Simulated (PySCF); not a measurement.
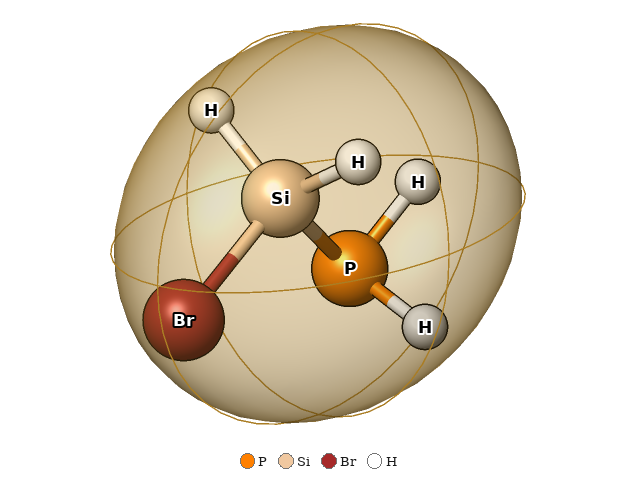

The ellipsoid shows the static dipole polarisability: its half-axes are proportional to the principal values. The computed structure is the end point of a PBE0-D3(BJ)/def2-SVP optimisation. No frequency run is at hand to confirm it as a minimum. Method: PBE0/def2-SVP (PySCF 2.14.0).

> Give the principal values, the mean and the anisotropy.

Principal values 50.2, 60.0, 78.0 bohr³; mean 62.7 bohr³ (9.30 Å³); anisotropy 24.4 bohr³, so the longest axis is 1.55 times the shortest.
